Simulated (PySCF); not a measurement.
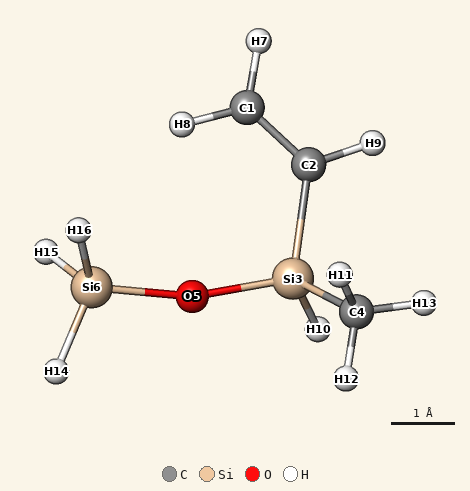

Figure 1. The input geometry of the first run (ball-and-stick view, seen at a tilt; atoms are numbered from 1 in the order of the input). Bond lengths as drawn: C–C 1.34 Å, C–H 1.10 Å, C–Si 1.87 Å, H–Si 1.49 to 1.50 Å and O–Si 1.64 to 1.66 Å.

## C3H10OSi2: one change and its effect

System: C3H10OSi2, SMILES C=C[Si@@H](C)O[SiH3].
Method of the first run: TDDFT PBE0/6-31G*, vertical, gas phase, core orbitals frozen in the response (PySCF 2.14.0).

The geometry comes from this level: PBE0-D3(BJ)/def2-SVP. Text and figures count atoms from 1; the logs count them from 0 in places.

## The input, the first run
```
{"job": {"kind": "uv", "xc": "PBE0", "basis": "6-31G*"}, "charge": 0, "multiplicity": 1}
C      1.895348     1.212018    -0.276737
C      1.811573    -0.077561     0.067555
Si     0.243169    -1.089332    -0.019069
C     -0.217647    -1.748086     1.667510
O     -0.988719    -0.146070    -0.598738
Si    -1.934236     1.108174    -1.084043
H      2.831387     1.777656    -0.208652
H      1.027393     1.769412    -0.647639
H      2.725814    -0.571923     0.425789
H      0.436869    -2.229852    -0.966952
H     -0.351870    -0.923743     2.384611
H     -1.154684    -2.323880     1.618803
H      0.571316    -2.413444     2.053240
H     -3.331993     0.627474    -1.289845
H     -1.422529     1.680575    -2.366394
H     -1.940491     2.187639    -0.049195
```

The first line tells a small driver script what to run in PySCF; the rest is the geometry in Å.

Hardware: 1 CPU thread, shared host.

## Output (the first run)
```
coarse grid: 13792 points
cycle   1  E = -774.0255823970  dE =  3.129e-01  |g| = 7.807e-01  |ddm| = 3.448e+00
cycle   2  E = -773.8443527092  dE =  1.812e-01  |g| = 1.228e+00  |ddm| = 1.582e+00
cycle   3  E = -774.1473822866  dE = -3.030e-01  |g| = 1.358e-01  |ddm| = 1.080e+00
cycle   4  E = -774.1514199203  dE = -4.038e-03  |g| = 3.562e-02  |ddm| = 1.413e-01
cycle   5  E = -774.1517484643  dE = -3.285e-04  |g| = 6.741e-03  |ddm| = 3.613e-02
cycle   6  E = -774.1517595823  dE = -1.112e-05  |g| = 2.845e-03  |ddm| = 8.574e-03
cycle   7  E = -774.1517616962  dE = -2.114e-06  |g| = 6.882e-04  |ddm| = 2.806e-03
final grid: 122408 points
cycle   8  E = -774.0841018376  dE = -1.268e-05  |g| = 7.977e-03  |ddm| = 1.637e-02
cycle   9  E = -774.0840920433  dE =  9.794e-06  |g| = 1.056e-02  |ddm| = 1.511e-02
cycle  10  E = -774.0841174709  dE = -2.543e-05  |g| = 1.380e-03  |ddm| = 8.570e-03
cycle  11  E = -774.0841178814  dE = -4.106e-07  |g| = 7.194e-05  |ddm| = 1.119e-03
cycle  12  E = -774.0841178824  dE = -9.568e-10  |g| = 4.496e-05  |ddm| = 1.164e-04
cycle  13  E = -774.0841178828  dE = -4.493e-10  |g| = 2.039e-05  |ddm| = 5.060e-05
converged SCF energy = -774.0841178828

Static polarisability (au): isotropic 74.495, principal 58.570 77.528 87.386

Singlet excitations
state   eV       nm        f      main configurations
  1   6.6421    186.7   0.00701   H-1->L 0.91
  2   7.0657    175.5   0.14281   H->L 0.48, H-2->L 0.35, H->L+1 0.13
  3   7.1126    174.3   0.02637   H->L+1 0.76
  4   7.3423    168.9   0.01488   H-1->L+1 0.91
  5   7.4713    165.9   0.00375   H-2->L+1 0.88
  6   7.6406    162.3   0.18849   H-2->L 0.52, H->L 0.36
  7   8.0349    154.3   0.00082   H-3->L 0.86
  8   8.4397    146.9   0.00863   H->L+2 0.65, H-3->L+1 0.21
  9   8.4532    146.7   0.00516   H-3->L+1 0.60, H->L+2 0.21
 10   8.5573    144.9   0.00828   H-4->L 0.89

Triplet excitations (Tamm-Dancoff, eV): 4.2029 6.0562 6.9181 6.9728
```

The second run used a changed input.

## The two runs side by side

| quantity | the first run | the second run |
| --- | --- | --- |
| outcome | converged | converged |
| total energy (hartree) | −774.084118 | −774.235229 |
| HOMO (eV) | −7.58 | −7.84 |
| LUMO (eV) | 0.05 | −0.45 |
| dipole moment (D) | 0.95 | 0.94 |
| lowest excitation (eV) | 6.64 | 6.36 |
| SCF iterations | 13 | 14 |
| strongest computed line (eV) | 7.64 | 6.74 |
| basis functions | 112 | 258 |
| wall time (shared host) | 22 s | 78 s |

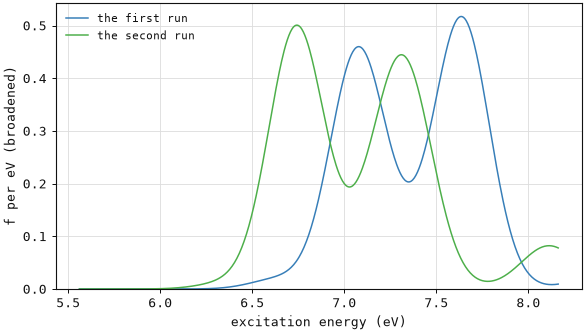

Figure 2. Absorption of the two runs from their computed states, each broadened by a Gaussian of 0.35 eV full width; the range ends where the shorter list of states ends.

What was changed in the input?

The change (lines with − go, lines with + come):
```diff
-"basis": "6-31G*"
+"basis": "def2-TZVP"
```

The total energy of the second run is 94.8 kcal/mol lower, which measures the change of basis and not a stability. The HOMO goes from −7.58 to −7.84 eV. The LUMO goes from 0.05 to −0.45 eV. The lowest excitation goes from 6.64 to 6.36 eV. The strongest computed line goes from 7.64 to 6.74 eV. The SCF takes 14 iterations against 13. The basis functions go from 112 to 258.

## Output (the second run)
```
coarse grid: 13792 points
cycle   1  E = -774.1110343821  dE =  2.858e-01  |g| = 8.380e-01  |ddm| = 2.870e+00
cycle   2  E = -773.8925618798  dE =  2.185e-01  |g| = 1.349e+00  |ddm| = 1.363e+00
cycle   3  E = -774.2381269328  dE = -3.456e-01  |g| = 1.529e-01  |ddm| = 9.958e-01
cycle   4  E = -774.2426250249  dE = -4.498e-03  |g| = 4.763e-02  |ddm| = 1.208e-01
cycle   5  E = -774.2431685379  dE = -5.435e-04  |g| = 8.143e-03  |ddm| = 3.505e-02
cycle   6  E = -774.2431807883  dE = -1.225e-05  |g| = 3.911e-03  |ddm| = 8.255e-03
cycle   7  E = -774.2431845451  dE = -3.757e-06  |g| = 1.046e-03  |ddm| = 2.762e-03
final grid: 122408 points
cycle   8  E = -774.2352124464  dE = -3.955e-05  |g| = 8.661e-03  |ddm| = 4.174e-02
cycle   9  E = -774.2351987926  dE =  1.365e-05  |g| = 1.189e-02  |ddm| = 1.214e-02
cycle  10  E = -774.2352285010  dE = -2.971e-05  |g| = 1.562e-03  |ddm| = 7.070e-03
cycle  11  E = -774.2352289829  dE = -4.819e-07  |g| = 1.830e-04  |ddm| = 1.027e-03
cycle  12  E = -774.2352289907  dE = -7.792e-09  |g| = 6.216e-05  |ddm| = 1.862e-04
cycle  13  E = -774.2352289914  dE = -6.794e-10  |g| = 3.459e-05  |ddm| = 5.428e-05
cycle  14  E = -774.2352289917  dE = -2.915e-10  |g| = 5.648e-06  |ddm| = 2.304e-05
converged SCF energy = -774.2352289917

Static polarisability (au): isotropic 88.912, principal 74.756 90.583 101.396

Singlet excitations
state   eV       nm        f      main configurations
  1   6.3610    194.9   0.00422   H-1->L 0.91
  2   6.7372    184.0   0.18244   H->L 0.67, H-2->L 0.27
  3   6.9476    178.5   0.00948   H->L+1 0.86
  4   7.1658    173.0   0.01942   H-1->L+1 0.86
  5   7.2821    170.3   0.07766   H-2->L+1 0.43, H-2->L 0.33, H->L 0.13
  6   7.3636    168.4   0.08177   H-2->L+1 0.46, H-2->L 0.30, H->L 0.11
  7   7.7174    160.7   0.00083   H-3->L 0.86
  8   8.0914    153.2   0.02062   H->L+2 0.81
  9   8.1445    152.2   0.00368   H-3->L+1 0.66, H-4->L 0.16
 10   8.1620    151.9   0.00696   H-4->L 0.70, H-3->L+1 0.14

Triplet excitations (Tamm-Dancoff, eV): 4.1680 5.7809 6.6799 6.7585
```
